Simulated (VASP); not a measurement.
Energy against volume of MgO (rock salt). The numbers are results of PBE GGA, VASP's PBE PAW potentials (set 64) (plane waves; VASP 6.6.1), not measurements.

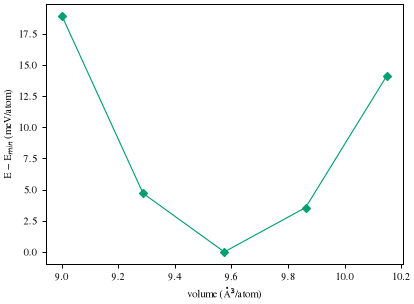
Figure: Energy against volume

### Question
Estimate the equilibrium volume and the bulk modulus.

### Answer
The minimum lies near 9.6 Å³/atom, and the curvature gives B0 of about 150 GPa.

Measured: bulk modulus 170 GPa at 0 K (computed value off by -10.7 %), as given by Daniel Mejia-Rodriguez et al., Physical Review B (2018), arXiv:1807.09216 [0 K value with the zero-point phonon effect removed]; a 4.189 Å at 0 K (computed value off by +1.4 %), as given by Daniel Mejia-Rodriguez et al., Physical Review B (2018), arXiv:1807.09216 [static lattice: zero-point anharmonic expansion removed].

The compound is MgO in the rock salt structure. It was relaxed first.
